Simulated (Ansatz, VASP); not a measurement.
# SbAs in two plane-wave programs

Aim: how closely do two programs agree when they are given the same cell, functional and k mesh? The cell is generated by rule, not measured, and may not be a known phase. The cell comes out of the VASP series on this material, whose earlier steps may have relaxed, scaled or displaced it; both programs get it as it stands.

Calculated with Ansatz 0.2.0; plane waves, with VASP 6.6.1 beside it; band structure at HSE06.

The structure was built from a prototype and need not be the compound's stable phase.

## 1. Starting point

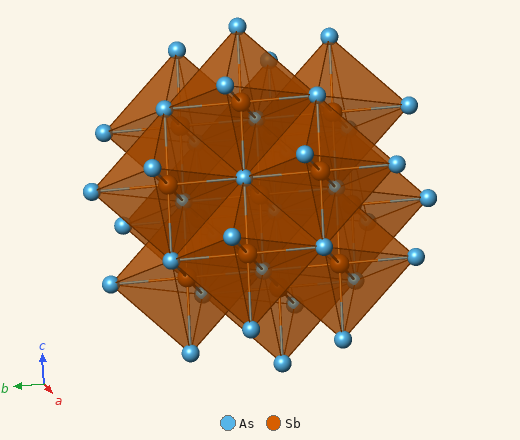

The cell as given, from a free direction (arsenic blue, antimony orange). This picture shows the conventional cell, with its axes. Some periodic images of atoms are drawn too.

Structure file:

```xyz
2
Lattice="0.0000 2.9500 2.9500 2.9500 0.0000 2.9500 2.9500 2.9500 0.0000" Properties=species:S:1:pos:R:3 pbc="T T T"
As    0.0000    0.0000    0.0000
Sb    2.9500    2.9500    2.9500
```

## 2. VASP: band structure, HSE06

Levels along a path test the potential and the projectors away from the mesh points.

Lines of VASP's logs that name or quote its potential files are left out, and so is its time.

Contents of INCAR:

```
SYSTEM = SbAs
PREC = Accurate
ENCUT = 400
EDIFF = 1E-06
NELM = 100
ISMEAR = 0
SIGMA = 0.02
LREAL = .FALSE.
ALGO = Normal
LHFCALC = .TRUE.
AEXX = 0.25
GGA = PE
HFSCREEN = 0.2
LASPH = .TRUE.
NBANDS = 11
PRECFOCK = Fast
LORBIT = 11
LWAVE = .FALSE.
LCHARG = .FALSE.
KPAR = 4
ISIF = 2
```

Contents of POSCAR:

```
SbAs
1.0
    0.0000000000      2.9500000000      2.9500000000
    2.9500000000      0.0000000000      2.9500000000
    2.9500000000      2.9500000000      0.0000000000
As Sb
1 1
Direct
    0.0000000000      0.0000000000      0.0000000000
    0.5000000000      0.5000000000      0.5000000000
```

Contents of KPOINTS:

```
Automatic mesh
0
Gamma
4 4 4
0 0 0
```

Contents of KPOINTS_OPT:

```
Line mode
8
Line-mode
Reciprocal
  0.00000000   0.00000000   0.00000000 GAMMA
  0.50000000   0.00000000   0.50000000 X

  0.50000000   0.00000000   0.50000000 X
  0.50000000   0.25000000   0.75000000 W

  0.50000000   0.25000000   0.75000000 W
  0.37500000   0.37500000   0.75000000 K

  0.37500000   0.37500000   0.75000000 K
  0.00000000   0.00000000   0.00000000 GAMMA

  0.00000000   0.00000000   0.00000000 GAMMA
  0.50000000   0.50000000   0.50000000 L

  0.50000000   0.50000000   0.50000000 L
  0.62500000   0.25000000   0.62500000 U

  0.62500000   0.25000000   0.62500000 U
  0.50000000   0.25000000   0.75000000 W

  0.50000000   0.25000000   0.75000000 W
  0.50000000   0.50000000   0.50000000 L

  0.50000000   0.50000000   0.50000000 L
  0.37500000   0.37500000   0.75000000 K

  0.62500000   0.25000000   0.62500000 U
  0.50000000   0.00000000   0.50000000 X
```

Potentials, in the order of the species: As and Sb (PBE family, release 64).

On the command line:

```sh
$ mpirun -np 4 vasp_std
```

Numbers of over 12 decimals in the logs are rounded to 6 here.

Output:

```text
[banner, memory and clock lines left out]
running    4 mpi-ranks, on    1 nodes
 distrk:  each k-point on    1 cores,    4 groups
 distr:  one band on    1 cores,    1 groups

 POSCAR found type information on POSCAR AsSb
 POSCAR found :  2 types and       2 ions
 LDA part: xc-table for (Slater+PW92), standard interpolation
 found WAVECAR, reading the header
 POSCAR, INCAR and KPOINTS ok, starting setup
 FFT: planning ... GRIDC
 FFT: planning ... GRID_SOFT
 FFT: planning ... GRID
 reading WAVECAR
 the WAVECAR file was read successfully
 initial charge from wavefunction
 entering main loop
       N       E                     dE             d eps       ncg     rms          rms(c)
DAV:   1    -0.104930611795E+02   -0.10493E+02   -0.17266E+00   176   0.846E+00    0.136E+01
DAV:   2    -0.104986807369E+02   -0.56196E-02   -0.15498E-02   185   0.112E+00    0.871E+00
DAV:   3    -0.104964541237E+02    0.22266E-02   -0.20254E-03   182   0.250E-01    0.531E+00
DAV:   4    -0.104958255049E+02    0.62862E-03   -0.69730E-04   185   0.136E-01    0.317E+00
DAV:   5    -0.104956463806E+02    0.17912E-03   -0.19233E-04   185   0.731E-02    0.189E+00
DAV:   6    -0.104956012600E+02    0.45121E-04   -0.59391E-05   185   0.399E-02    0.112E+00
DAV:   7    -0.104955926051E+02    0.86549E-05   -0.16495E-05   185   0.216E-02    0.664E-01
DAV:   8    -0.104955938181E+02   -0.12130E-05   -0.43744E-06   188   0.115E-02    0.393E-01
DAV:   9    -0.104955963127E+02   -0.24946E-05   -0.11669E-06   127   0.624E-03    0.234E-01
DAV:  10    -0.104955982504E+02   -0.19377E-05   -0.49834E-07   103   0.450E-03    0.139E-01
DAV:  11    -0.104955992956E+02   -0.10452E-05   -0.12550E-07    88   0.247E-03    0.828E-02
DAV:  12    -0.104956002627E+02   -0.96701E-06   -0.36425E-08    88   0.145E-03
   1 F= -.10495600E+02 E0= -.10495248E+02  d E =-.705237E-03
 Start KPOINTS_OPT (optional k-point list driver)
k-point batch [1-8\80]
       N       E                     dE             ncg
DAV:   1     0.281596701142E+03   -0.10547E+04      176
DAV:   2     0.124561274009E+02   -0.26914E+03      222
DAV:   3    -0.682547769452E+01   -0.19282E+02      239
DAV:   4    -0.708236102520E+01   -0.25688E+00      216
DAV:   5    -0.708487969597E+01   -0.25187E-02      214
DAV:   6    -0.708490380023E+01   -0.24104E-04      202
DAV:   7    -0.708490418282E+01   -0.38259E-06      194
[...]
k-point batch [73-80\80]
       N       E                     dE             ncg
DAV:   1     0.144981494647E+03   -0.22328E+04      176
DAV:   2    -0.725625240405E+02   -0.21754E+03      256
DAV:   3    -0.834362627825E+02   -0.10874E+02      217
DAV:   4    -0.835709701812E+02   -0.13471E+00      197
DAV:   5    -0.835723038517E+02   -0.13337E-02      215
DAV:   6    -0.835723280833E+02   -0.24232E-04      200
DAV:   7    -0.835723288054E+02   -0.72212E-06      192
```

From OUTCAR (step 2):

```text
ion  position               nearest neighbor table
   1  0.000  0.000  0.000-   2 2.95   2 2.95   2 2.95   2 2.95   2 2.95   2 2.95
   2  0.500  0.500  0.500-   1 2.95   1 2.95   1 2.95   1 2.95   1 2.95   1 2.95

  LATTYP: Found a face centered cubic cell.
 ALAT       =     5.9000000000

 Subroutine GETGRP returns: Found 48 space group operations
 (whereof 48 operations were pure point group operations)

The static configuration has the point symmetry O_h .

 Found      8 irreducible k-points:

   k-points           NKPTS =      8   k-points in BZ     NKDIM =     64   number of bands    NBANDS=     11

   dimension x,y,z NGX =    28 NGY =   28 NGZ =   28
   dimension x,y,z NGXF=    56 NGYF=   56 NGZF=   56

   ENCUT  =  400.0 eV  29.40 Ry    5.42 a.u.   6.80  6.80  6.80*2*pi/ulx,y,z

   NELECT =      10.0000    total number of electrons

 k-points in reciprocal lattice and weights: Automatic mesh
   0.00000000  0.00000000  0.00000000       0.016
   0.25000000  0.00000000  0.00000000       0.125
   0.50000000  0.00000000  0.00000000       0.062
   0.25000000  0.25000000  0.00000000       0.094
   0.50000000  0.25000000  0.00000000       0.375
  -0.25000000  0.25000000  0.00000000       0.188
   0.50000000  0.50000000  0.00000000       0.047
  -0.25000000  0.50000000  0.25000000       0.094

  exchange ACFDT corr.  =         0.00000000  see jH, gK, PRB 81, 115126

 average (electrostatic) potential at core
       1 -45.2087       2 -83.1386

 E-fermi :   5.9870

 k-point     1 :       0.0000    0.0000    0.0000
  band No.  band energies     occupation
      1      -8.8077      2.00000
      2       0.5076      2.00000
      3       4.0370      2.00000
      4       4.0370      2.00000
      5       4.0370      2.00000
      6      10.2296      0.00000
      7      10.2296      0.00000
      8      10.2296      0.00000
      9      11.9569      0.00000
     10      11.9569      0.00000
    ...

 k-point     2 :       0.2500    0.0000    0.0000
  band No.  band energies     occupation
      1      -8.0356      2.00000
      2      -2.0851      2.00000
      3       4.2574      2.00000
      4       4.2574      2.00000
      5       5.2664      2.00000
      6       7.8539      0.00000
      7       7.8539      0.00000
      8       8.3461      0.00000
      9      12.4778      0.00000
     10      13.4316      0.00000
    ...

 k-point     3 :       0.5000    0.0000    0.0000
  band No.  band energies     occupation
    ...
      3       4.9718      2.00000
      4       4.9718      2.00000
      5       5.8751      2.00000
      6       5.8751      2.00000
      7       5.9870      1.00000
      8       6.8714      0.00000
      9      15.6392      0.00000
     10      16.7263      0.00000
     11      17.1801      0.00000

  Total       -1.8925717     -1.8925717     -1.8925717      0.0000000      0.0000000      0.0000000
  in kB      -59.0563883    -59.0563883    -59.0563883      0.0000000      0.0000000      0.0000000
  external PRESSURE =     -59.0563883 kB  Pullay stress =       0.0000000 kB

  energy-cutoff  :      400.00
  volume of cell :       51.34
      direct lattice vectors                 reciprocal lattice vectors
     0.000000000  2.950000000  2.950000000    -0.169491525  0.169491525  0.169491525
     2.950000000  0.000000000  2.950000000     0.169491525 -0.169491525  0.169491525
     2.950000000  2.950000000  0.000000000     0.169491525  0.169491525 -0.169491525

 POSITION                                       TOTAL-FORCE (eV/Angst)
 -----------------------------------------------------------------------------------
      0.00000      0.00000      0.00000         0.000000     -0.000000     -0.000000
      2.95000      2.95000      2.95000        -0.000000      0.000000      0.000000
 -----------------------------------------------------------------------------------
    total drift:                                0.000004      0.000004      0.000004

  FREE ENERGIE OF THE ION-ELECTRON SYSTEM (eV)
  ---------------------------------------------------
  free  energy   TOTEN  =       -10.4956002627 eV

  energy  without entropy=      -10.4948950257  energy(sigma->0) =      -10.49524764

 total charge
# of ion       s       p       d       tot
------------------------------------------
    1        1.326   1.321   0.037   2.684
    2        1.242   1.185   0.045   2.472
--------------------------------------------------
tot          2.568   2.506   0.082   5.156

[... 3 further parts left out ...]
```

The run ends at a pressure of -5.91 GPa.

(Part 1 of 2 ends here.)

[Lines on the potential files, build, host, timing and source positions are cut from VASP's logs without a mark.]

[Logs are printed without paths, hosts, clocks, repeated set-up lines and the standing remarks that a program may print on its own settings, such as how far it seeks lower states.]

[Hosts, paths, dates, database ids (printed as entryN), source tags and the programs' standing remarks are cut or masked in the printed files.]
